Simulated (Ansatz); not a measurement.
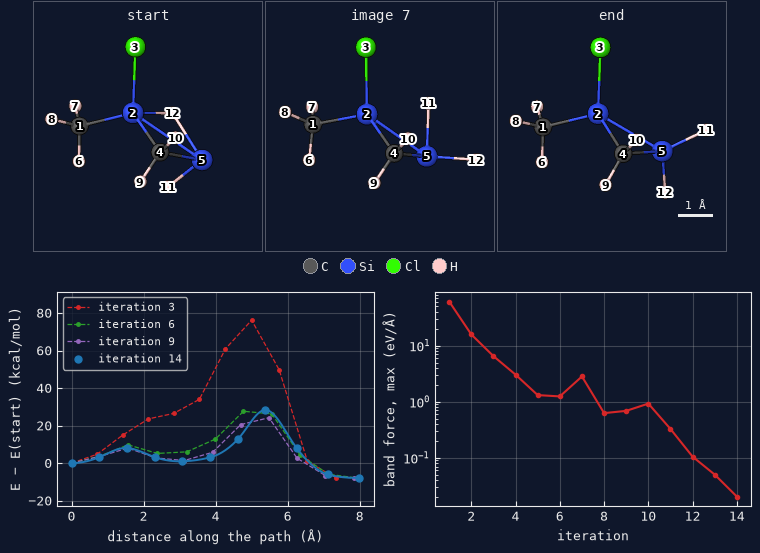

NEB run on C₂H₇ClSi₂. Images are numbered from 0 (start) to 10 (end). The plot follows the band through its iterations. A ball-and-stick model, seen at a tilt.

Level of theory: Ansatz 0.2.0, RKS PBE0-D4/6-31G*. Run with 9 movable images; climbing image; force threshold 0.03 eV/Å; iteration limit 60; starting path through a guess of the saddle point.

**Judge this run.**

The run is converged, with reservations. The band converged in 14 iterations. The largest component of the band force went from 61 to 0.02 eV/Å. The climbing image converged on the top of the path. Its vibrational analysis gives one imaginary mode (617i cm⁻¹), as a transition state must have. The first iteration put the highest image at 467.7 kcal/mol. The highest point, image 7, lies 28.4 kcal/mol above the start and 36.2 kcal/mol above the end; the end is at −7.9 kcal/mol relative to the start. The profile has 2 maxima (images 2, 7) with a dip at image 4 (+1.0 kcal/mol), so the process runs in steps.
